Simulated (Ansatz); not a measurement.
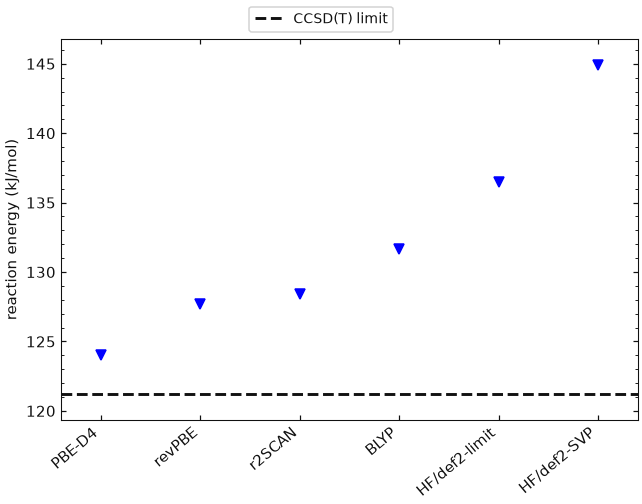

Electronic reaction energy of MgNH₂F ([NH2][Mg][F]) + NH₃ (N) → MgN₂H₄ ([NH2][Mg][NH2]) + HF (F) (SMILES in brackets) at several levels (functionals in def2-TZVPP unless a basis is named), isolated molecules at PBE0-D4 triple-zeta geometries, minima by their frequencies, no zero-point or thermal terms, the Ansatz code. The line is frozen-core CCSD(T) at the basis limit (MP2 extrapolated from triple and quadruple zeta, plus CCSD(T) less MP2 in a smaller set). No dispersion term is added to revPBE, r2SCAN and BLYP. The distance of HF/def2-SVP to the limit includes basis error.

Question: What range do the values span, the line included?

Answer: From 121.2 kJ/mol (CCSD(T) limit) to 144.9 kJ/mol (HF/def2-SVP).

Question: What do zero-point energy and temperature add?

Answer: Zero-point change −7.4 kJ/mol; at 298.15 K and 1 bar the CCSD(T) limit plus thermal terms gives an enthalpy of reaction of 115.8 and a free energy of 116.5 kJ/mol (harmonic PBE0-D4 modes, ideal gas).

Known limits of this run: outer-core shells are correlated without core-valence functions, which makes the correlated values less sure.
